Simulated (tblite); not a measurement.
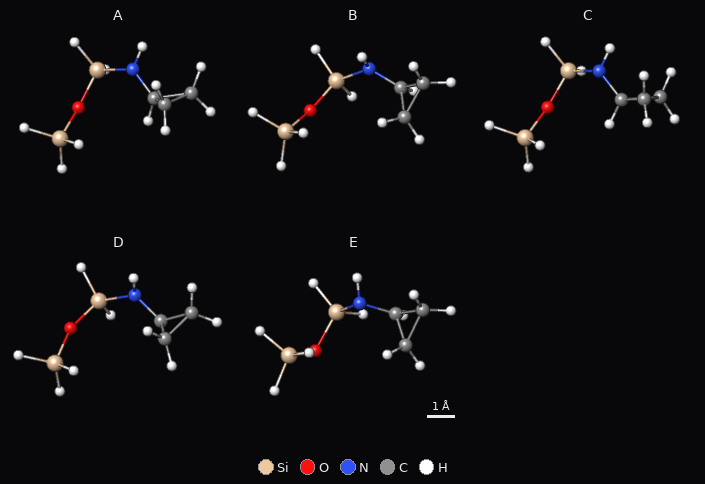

5 geometries from one relaxation of C3H11NOSi2, in shuffled order. Style: ball-and-stick. Shown from a free direction.

Method: tblite 0.8.0, GFN2-xTB geometry optimisation, gas phase. 

**Put them in the order of the run, from the start to the converged end.**

E, B, D, A, C. They are steps 0, 61, 118, 181, 244, at +122.0 kJ/mol, +7.59 kJ/mol, +4.88 kJ/mol, +2.69 kJ/mol relative to the last. After 244 geometry steps the energy has fallen by 122.0 kJ/mol. The atom that moves furthest after the best rigid fit is an H atom (2.26 Å). By element the largest moves are H 2.26 Å, C 1.14 Å, O 0.67 Å, Si 0.59 Å, N 0.28 Å. Some distances before and after: Si–Si 2.846 → 3.161 Å, O–Si 1.717 → 1.617 Å, N–Si 1.794 → 1.718 Å, O–Si 1.693 → 1.620 Å. Bond angles that change, for instance: Si–O–Si 113.2° → 155.1°, Si–N–C 105.6° → 124.5°, N–Si–H 106.2° → 116.9°.
